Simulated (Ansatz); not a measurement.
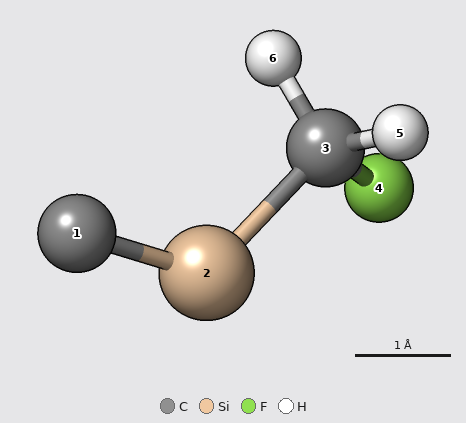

*The structure as given in the input (ball-and-stick view, seen at a tilt; atoms are numbered from 1 in the order of the input).*

Bond lengths as drawn: C–F 1.37 Å, C–H 1.10 Å and C–Si 1.69 to 1.93 Å.

**Run report: C2H2FSi, molecular dynamics (part 1 of 2)**

The run: molecular dynamics of C2H2FSi, multiplicity 2. Method and program: UKS PBE0/def2-SVP (Ansatz 0.2.0).

One setting was made poor on purpose. It belongs to a series of runs on one base structure; here: dynamics from the start. Figures and captions count atoms from 1; the log counts them from 0 in places.

**What the program printed**
```
Engine: ansatz 0.2.0, aarch64-unknown-linux-gnu
Functional definition: PBE0
  parameter a = 0.25
  parameter kappa = 0.804
  parameter beta = 0.06672455060314922
  exchange = (1 - a)*pbe_x(kappa = kappa, mu = beta*pi^2/3) + a*exact_x
  correlation = pbe_c(beta = beta)
750 factors; integrals over basis functions are off by at most 2.8e-4 eV
mean field evaluation 1: about -12672.2073 eV, gradient 3.3e1 eV
mean field evaluation 2: about -12640.1651 eV, gradient 6.4e1 eV
mean field evaluation 4: about -12678.9820 eV, gradient 6.8e0 eV
mean field evaluation 8: about -12679.2840 eV, gradient 3.2e-1 eV
mean field evaluation 16: about -12679.3067 eV, gradient 1.1e-1 eV
mean field evaluation 32: about -12678.7153 eV, gradient 5.8e0 eV
mean field -12679.35045634 eV, -465.9575348982 hartree, gradient 2.2e-5 eV, S^2 1.143853; 6 other end points of the search recorded, 0 dependent functions left out
the calculation of the forces begins
reference -12679.35047603 eV, -465.9575356217 hartree; 19, 18 occupied and 51, 52 virtual orbitals, 750 factors
md step     0: t =     0.00 fs  T =   300.0 K  F+E_penalty+E_count = -12679.35045634 eV  E_kin = 0.155112 eV  conserved = -12679.19534434 eV  (185 SCF iters)
these checks for a lower state are left out or cut short: starts, cluster_reference, orbital_swaps, neighbouring_geometries, increment
750 factors; integrals over basis functions are off by at most 2.8e-4 eV
mean field -12679.30859600 eV, -465.9559965590 hartree, gradient 1.9e-5 eV, S^2 1.142386; 0 other end points of the search recorded, 0 dependent functions left out
[... from here on the field's lines of each further geometry are left out, up to the last ...]
md step     1: t =     2.00 fs  T =   231.9 K  F+E_penalty+E_count = -12679.30859600 eV  E_kin = 0.119907 eV  conserved = -12679.18875723 eV  (52 SCF iters)
md step     2: t =     4.00 fs  T =   120.0 K  F+E_penalty+E_count = -12679.25029093 eV  E_kin = 0.062026 eV  conserved = -12679.18877391 eV  (51 SCF iters)
md step     3: t =     6.00 fs  T =    32.0 K  F+E_penalty+E_count = -12679.19966328 eV  E_kin = 0.016569 eV  conserved = -12679.18420533 eV  (53 SCF iters)
md step     4: t =     8.00 fs  T =    58.9 K  F+E_penalty+E_count = -12679.21340835 eV  E_kin = 0.030464 eV  conserved = -12679.18491233 eV  (43 SCF iters)
md step     5: t =    10.00 fs  T =   183.8 K  F+E_penalty+E_count = -12679.28052820 eV  E_kin = 0.095031 eV  conserved = -12679.19082573 eV  (53 SCF iters)
md step     6: t =    12.00 fs  T =   283.2 K  F+E_penalty+E_count = -12679.32331699 eV  E_kin = 0.146404 eV  conserved = -12679.18980362 eV  (52 SCF iters)
md step     7: t =    14.00 fs  T =   302.7 K  F+E_penalty+E_count = -12679.32700034 eV  E_kin = 0.156495 eV  conserved = -12679.19354203 eV  (56 SCF iters)
md step     8: t =    16.00 fs  T =   197.5 K  F+E_penalty+E_count = -12679.25613584 eV  E_kin = 0.102113 eV  conserved = -12679.18618158 eV  (59 SCF iters)
md step     9: t =    18.00 fs  T =   107.0 K  F+E_penalty+E_count = -12679.20095601 eV  E_kin = 0.055349 eV  conserved = -12679.18403499 eV  (54 SCF iters)
md step    10: t =    20.00 fs  T =    91.5 K  F+E_penalty+E_count = -12679.19087274 eV  E_kin = 0.047297 eV  conserved = -12679.18687621 eV  (56 SCF iters)
md step    11: t =    22.00 fs  T =   144.8 K  F+E_penalty+E_count = -12679.20544759 eV  E_kin = 0.074875 eV  conserved = -12679.18060949 eV  (58 SCF iters)
md step    12: t =    24.00 fs  T =   304.0 K  F+E_penalty+E_count = -12679.28685218 eV  E_kin = 0.157160 eV  conserved = -12679.19341353 eV  (54 SCF iters)
md step    13: t =    26.00 fs  T =   355.2 K  F+E_penalty+E_count = -12679.28711591 eV  E_kin = 0.183658 eV  conserved = -12679.18666176 eV  (56 SCF iters)
md step    14: t =    28.00 fs  T =   343.6 K  F+E_penalty+E_count = -12679.26118198 eV  E_kin = 0.177647 eV  conserved = -12679.18529145 eV  (53 SCF iters)
md step    15: t =    30.00 fs  T =   285.9 K  F+E_penalty+E_count = -12679.22128131 eV  E_kin = 0.147815 eV  conserved = -12679.18965640 eV  (52 SCF iters)
md step    16: t =    32.00 fs  T =   149.3 K  F+E_penalty+E_count = -12679.12521071 eV  E_kin = 0.077205 eV  conserved = -12679.17289883 eV  (54 SCF iters)
md step    17: t =    34.00 fs  T =   190.1 K  F+E_penalty+E_count = -12679.15236244 eV  E_kin = 0.098271 eV  conserved = -12679.18507852 eV  (52 SCF iters)
md step    18: t =    36.00 fs  T =   280.9 K  F+E_penalty+E_count = -12679.18945457 eV  E_kin = 0.145243 eV  conserved = -12679.18253487 eV  (55 SCF iters)
md step    19: t =    38.00 fs  T =   379.6 K  F+E_penalty+E_count = -12679.23154413 eV  E_kin = 0.196261 eV  conserved = -12679.18165699 eV  (54 SCF iters)
md step    20: t =    40.00 fs  T =   475.4 K  F+E_penalty+E_count = -12679.28354811 eV  E_kin = 0.245807 eV  conserved = -12679.19101833 eV  (53 SCF iters)
md step    21: t =    42.00 fs  T =   387.1 K  F+E_penalty+E_count = -12679.22399217 eV  E_kin = 0.200134 eV  conserved = -12679.18067612 eV  (50 SCF iters)
md step    22: t =    44.00 fs  T =   272.5 K  F+E_penalty+E_count = -12679.16474586 eV  E_kin = 0.140877 eV  conserved = -12679.18198610 eV  (51 SCF iters)
md step    23: t =    46.00 fs  T =   192.9 K  F+E_penalty+E_count = -12679.11933592 eV  E_kin = 0.099716 eV  conserved = -12679.17864438 eV  (53 SCF iters)
md step    24: t =    48.00 fs  T =   200.1 K  F+E_penalty+E_count = -12679.11879417 eV  E_kin = 0.103445 eV  conserved = -12679.17565368 eV  (59 SCF iters)
md step    25: t =    50.00 fs  T =   346.7 K  F+E_penalty+E_count = -12679.20108960 eV  E_kin = 0.179281 eV  conserved = -12679.18441389 eV  (55 SCF iters)
md step    26: t =    52.00 fs  T =   467.7 K  F+E_penalty+E_count = -12679.25794656 eV  E_kin = 0.241841 eV  conserved = -12679.18116575 eV  (56 SCF iters)
md step    27: t =    54.00 fs  T =   513.0 K  F+E_penalty+E_count = -12679.29066322 eV  E_kin = 0.265249 eV  conserved = -12679.19065303 eV  (53 SCF iters)
md step    28: t =    56.00 fs  T =   371.4 K  F+E_penalty+E_count = -12679.21201365 eV  E_kin = 0.192049 eV  conserved = -12679.18265044 eV  (55 SCF iters)
md step    29: t =    58.00 fs  T =   202.5 K  F+E_penalty+E_count = -12679.12086406 eV  E_kin = 0.104699 eV  conserved = -12679.17654509 eV  (54 SCF iters)
md step    30: t =    60.00 fs  T =   171.1 K  F+E_penalty+E_count = -12679.10972331 eV  E_kin = 0.088448 eV  conserved = -12679.18070502 eV  (56 SCF iters)
md step    31: t =    62.00 fs  T =   243.0 K  F+E_penalty+E_count = -12679.14097066 eV  E_kin = 0.125635 eV  conserved = -12679.17459779 eV  (57 SCF iters)
md step    32: t =    64.00 fs  T =   449.2 K  F+E_penalty+E_count = -12679.26274105 eV  E_kin = 0.232231 eV  conserved = -12679.18988397 eV  (56 SCF iters)
md step    33: t =    66.00 fs  T =   513.9 K  F+E_penalty+E_count = -12679.29743452 eV  E_kin = 0.265703 eV  conserved = -12679.18907306 eV  (56 SCF iters)
md step    34: t =    68.00 fs  T =   402.9 K  F+E_penalty+E_count = -12679.23747438 eV  E_kin = 0.208311 eV  conserved = -12679.18161735 eV  (53 SCF iters)
md step    35: t =    70.00 fs  T =   286.6 K  F+E_penalty+E_count = -12679.18751683 eV  E_kin = 0.148176 eV  conserved = -12679.18678614 eV  (53 SCF iters)
md step    36: t =    72.00 fs  T =   127.5 K  F+E_penalty+E_count = -12679.09741006 eV  E_kin = 0.065916 eV  conserved = -12679.17591594 eV  (51 SCF iters)
md step    37: t =    74.00 fs  T =   135.6 K  F+E_penalty+E_count = -12679.10694222 eV  E_kin = 0.070115 eV  conserved = -12679.17999404 eV  (64 SCF iters)
md step    38: t =    76.00 fs  T =   284.7 K  F+E_penalty+E_count = -12679.18851808 eV  E_kin = 0.147212 eV  conserved = -12679.18350626 eV  (50 SCF iters)
md step    39: t =    78.00 fs  T =   421.9 K  F+E_penalty+E_count = -12679.26259229 eV  E_kin = 0.218121 eV  conserved = -12679.18503548 eV  (64 SCF iters)
the calculation of the forces begins
reference -12679.31232238 eV, -465.9561335008 hartree; 19, 18 occupied and 51, 52 virtual orbitals, 750 factors
750 factors; integrals over basis functions are off by at most 3.0e-4 eV
mean field evaluation 384: about -12638.9550 eV, gradient 6.5e1 eV
mean field evaluation 416: about -12679.1262 eV, gradient 1.3e0 eV
mean field -12679.31230235 eV, -465.9561327647 hartree, gradient 8.8e-6 eV, S^2 1.141127; 7 other end points of the search recorded, 0 dependent functions left out
the calculation of the forces begins
reference -12679.31232238 eV, -465.9561335008 hartree; 19, 18 occupied and 51, 52 virtual orbitals, 750 factors
md step    40: t =    80.00 fs  T =   498.5 K  F+E_penalty+E_count = -12679.31230235 eV  E_kin = 0.257720 eV  conserved = -12679.19097342 eV  (135 SCF iters)
```

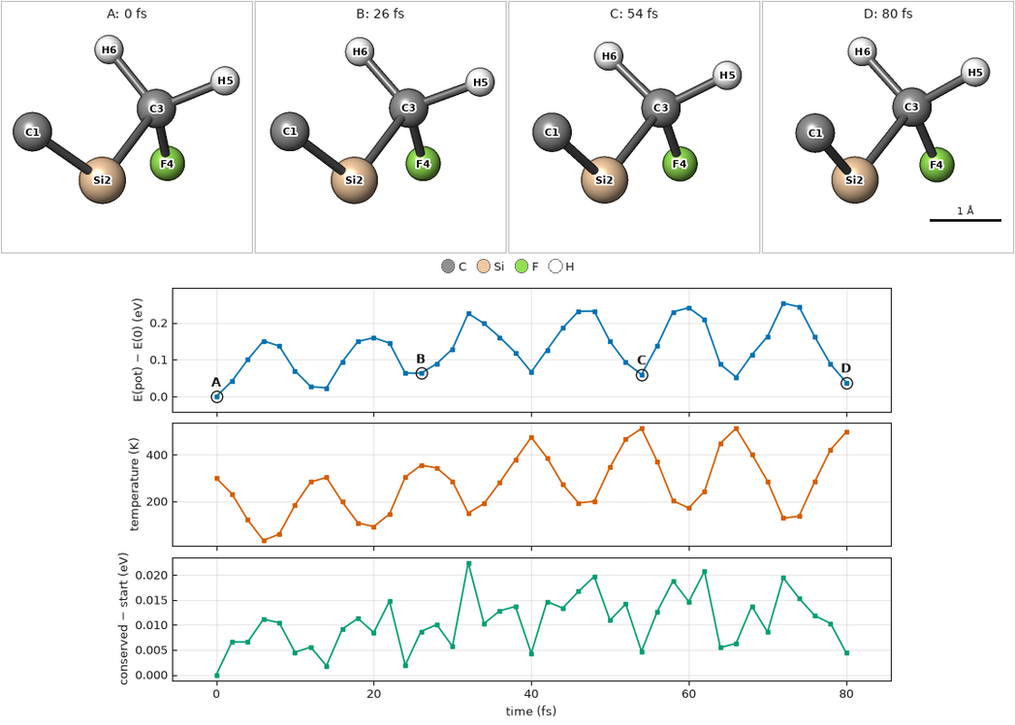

*Frames of the molecular dynamics (ball-and-stick, seen at a tilt) above the curves, on which the letters mark them.*

The trajectory kept here has 41 frames over 80 fs. The temperature starts at 300 K, ranges from 32 to 514 K and averages 332 K over the second half. The potential energy ends 0.038 eV above its first value. The conserved quantity stays within 0.022 eV. After an unweighted best fit of the last frame on the first, the root-mean-square displacement is 0.19 Å.

```
Total energy: -12679.31232238 eV, -465.9561335008 hartree
Atom 0 at     1.144017    -1.827450     1.391610 Å, force     0.069203    -0.015897     0.076272 eV/Å
Atom 1 at     0.093138    -1.328575     0.174606 Å, force    -0.126127     0.098699     0.003145 eV/Å
Atom 2 at    -0.285535     0.536170    -0.227144 Å, force     0.854883     0.473637     1.162059 eV/Å
Atom 3 at    -1.146453     0.600312    -1.251801 Å, force    -0.611762     0.107681    -0.768036 eV/Å
Atom 4 at     0.696463     1.008005    -0.500820 Å, force    -0.566140    -0.167818     0.151168 eV/Å
Atom 5 at    -0.711240     1.070901     0.674704 Å, force     0.379943    -0.496302    -0.624609 eV/Å
Dipole moment:    -0.088241     0.316353    -0.096777 e Å
```

**Trajectory as extended XYZ (Å, eV, eV/Å), 41 frames, from step=0 to step=40**
```
6
Properties=species:S:1:pos:R:3:forces:R:3 step=0 time_fs=0.0 energy=-12679.35046 temperature=300.0
C     0.9134   -1.8136    1.5458   -0.0020  -0.0004  -0.0067
Si    0.2166   -1.3293    0.0851    0.0024   0.0001   0.0083
C    -0.1809    0.5188   -0.3178   -0.0106   0.0031  -0.0080
F    -1.2670    0.6069   -1.1413    0.0092  -0.0021   0.0060
H     0.6955    0.9777   -0.8056    0.0000  -0.0003   0.0013
H    -0.3776    1.0395    0.6338    0.0012  -0.0004  -0.0009
6
Properties=species:S:1:pos:R:3:forces:R:3 step=1 time_fs=2.0 energy=-12679.30860 temperature=231.9
C     0.9150   -1.8131    1.5392    0.1087  -0.0843   0.2189
Si    0.2154   -1.3296    0.0890   -0.0572   0.0855  -0.2276
C    -0.1728    0.5093   -0.3110   -1.1300   0.4168   0.0890
F    -1.2665    0.6097   -1.1456   -0.0465  -0.2887   0.1656
H     0.6263    1.0188   -0.8285    0.9467   0.1384  -0.1268
H    -0.3995    1.0604    0.6271    0.1782  -0.2676  -0.1190
6
Properties=species:S:1:pos:R:3:forces:R:3 step=2 time_fs=4.0 energy=-12679.25029 temperature=120.0
C     0.9169   -1.8129    1.5332    0.2086  -0.1579   0.4201
Si    0.2140   -1.3297    0.0925   -0.1120   0.1454  -0.4408
C    -0.1683    0.5012   -0.3038   -1.0201   1.1634  -0.6202
F    -1.2660    0.6119   -1.1495   -0.1022  -0.5112   0.2851
H     0.5934    1.0652   -0.8562    0.7822  -0.3095   0.3276
H    -0.4146    1.0710    0.6157    0.2435  -0.3302   0.0283
6
Properties=species:S:1:pos:R:3:forces:R:3 step=3 time_fs=6.0 energy=-12679.19966 temperature=32.0
C     0.9196   -1.8132    1.5286    0.2784  -0.2064   0.5576
Si    0.2125   -1.3297    0.0955   -0.1567   0.1782  -0.5920
C    -0.1671    0.4968   -0.2986   -0.5473   1.6853  -1.4876
F    -1.2657    0.6130   -1.1529   -0.0709  -0.6129   0.3736
H     0.5903    1.1000   -0.8716    0.3096  -0.8436   0.8106
H    -0.4205    1.0690    0.6054    0.1869  -0.2006   0.3378
6
Properties=species:S:1:pos:R:3:forces:R:3 step=4 time_fs=8.0 energy=-12679.21341 temperature=58.9
C     0.9231   -1.8142    1.5257    0.3031  -0.2197   0.6028
Si    0.2108   -1.3294    0.0977   -0.1838   0.1942  -0.6533
C    -0.1677    0.4978   -0.2982   -0.5177   1.5529  -1.5434
F    -1.2656    0.6130   -1.1556    0.0476  -0.5751   0.4240
H     0.5990    1.1028   -0.8558    0.2438  -0.8413   0.7365
H    -0.4192    1.0592    0.6080    0.1071  -0.1110   0.4335
6
Properties=species:S:1:pos:R:3:forces:R:3 step=5 time_fs=10.0 energy=-12679.28053 temperature=183.8
C     0.9278   -1.8159    1.5248    0.2767  -0.1945   0.5462
Si    0.2088   -1.3288    0.0990   -0.1866   0.1869  -0.6133
C    -0.1699    0.5039   -0.3027   -1.0000   0.8866  -0.6289
F    -1.2654    0.6117   -1.1575    0.2292  -0.4058   0.4224
H     0.6175    1.0730   -0.8113    0.6115  -0.2976   0.1458
H    -0.4137    1.0449    0.6274    0.0692  -0.1756   0.1277
6
Properties=species:S:1:pos:R:3:forces:R:3 step=6 time_fs=12.0 energy=-12679.32332 temperature=283.2
C     0.9334   -1.8183    1.5256    0.2031  -0.1341   0.3999
Si    0.2064   -1.3280    0.0995   -0.1598   0.1354  -0.4808
C    -0.1755    0.5130   -0.3095   -1.1597   0.1788   0.3203
F    -1.2647    0.6096   -1.1585    0.4175  -0.1407   0.3527
H     0.6602    1.0308   -0.7597    0.6918   0.1478  -0.3412
H    -0.4054    1.0234    0.6523    0.0071  -0.1871  -0.2508
6
Properties=species:S:1:pos:R:3:forces:R:3 step=7 time_fs=14.0 energy=-12679.32700 temperature=302.7
C     0.9400   -1.8213    1.5277    0.0945  -0.0479   0.1918
Si    0.2038   -1.3269    0.0994   -0.1002   0.0342  -0.2839
C    -0.1850    0.5231   -0.3154   -0.0612  -0.1596   0.4962
F    -1.2631    0.6071   -1.1589    0.4938   0.1494   0.1969
H     0.7312    0.9930   -0.7197   -0.2965   0.0100  -0.2772
H    -0.3966    0.9939    0.6684   -0.1304   0.0139  -0.3237
6
Properties=species:S:1:pos:R:3:forces:R:3 step=8 time_fs=16.0 energy=-12679.25614 temperature=197.5
C     0.9470   -1.8244    1.5305   -0.0305   0.0492  -0.0420
Si    0.2009   -1.3257    0.0988   -0.0150  -0.0936  -0.0555
C    -0.1951    0.5329   -0.3199    1.1621  -0.6148   0.4329
F    -1.2604    0.6048   -1.1588    0.4105   0.3890  -0.0343
H     0.7932    0.9542   -0.6891   -1.2458  -0.0576  -0.2129
H    -0.3925    0.9639    0.6723   -0.2814   0.3278  -0.0883
6
Properties=species:S:1:pos:R:3:forces:R:3 step=9 time_fs=18.0 energy=-12679.20096 temperature=107.0
C     0.9542   -1.8276    1.5333   -0.1511   0.1403  -0.2663
Si    0.1979   -1.3247    0.0982    0.0767  -0.2287   0.1828
C    -0.2018    0.5411   -0.3231    1.3631  -1.1918   0.7134
F    -1.2568    0.6033   -1.1589    0.2329   0.5290  -0.2922
H     0.8090    0.9117   -0.6657   -1.1978   0.2401  -0.4099
H    -0.3992    0.9455    0.6730   -0.3238   0.5111   0.0721
6
Properties=species:S:1:pos:R:3:forces:R:3 step=10 time_fs=20.0 energy=-12679.19087 temperature=91.5
C     0.9613   -1.8304    1.5353   -0.2514   0.2120  -0.4527
Si    0.1948   -1.3239    0.0978    0.1601  -0.3449   0.4044
C    -0.2042    0.5458   -0.3242    0.3080  -1.6490   1.4630
F    -1.2525    0.6027   -1.1595    0.0368   0.5496  -0.5051
H     0.7785    0.8767   -0.6572   -0.0705   0.7806  -0.7923
H    -0.4189    0.9463    0.6765   -0.1830   0.4518  -0.1173
6
Properties=species:S:1:pos:R:3:forces:R:3 step=11 time_fs=22.0 energy=-12679.20545 temperature=144.8
C     0.9679   -1.8327    1.5359   -0.3217   0.2563  -0.5806
Si    0.1918   -1.3236    0.0979    0.2341  -0.4018   0.5688
C    -0.2058    0.5453   -0.3205   -0.5714  -1.6635   1.8349
F    -1.2479    0.6033   -1.1612   -0.1719   0.4519  -0.6108
H     0.7437    0.8705   -0.6795    0.7692   1.0504  -0.8758
H    -0.4469    0.9649    0.6756    0.0618   0.3067  -0.3365
6
Properties=species:S:1:pos:R:3:forces:R:3 step=12 time_fs=24.0 energy=-12679.28685 temperature=304.0
C     0.9738   -1.8342    1.5347   -0.3545   0.2684  -0.6345
Si    0.1890   -1.3238    0.0989    0.2934  -0.3790   0.6472
C    -0.2094    0.5392   -0.3105    0.4065  -0.8643   0.8557
F    -1.2435    0.6049   -1.1644   -0.3942   0.2528  -0.5885
H     0.7371    0.9054   -0.7376   -0.1990   0.4917  -0.0504
H    -0.4740    0.9968    0.6613    0.2480   0.2305  -0.2295
```
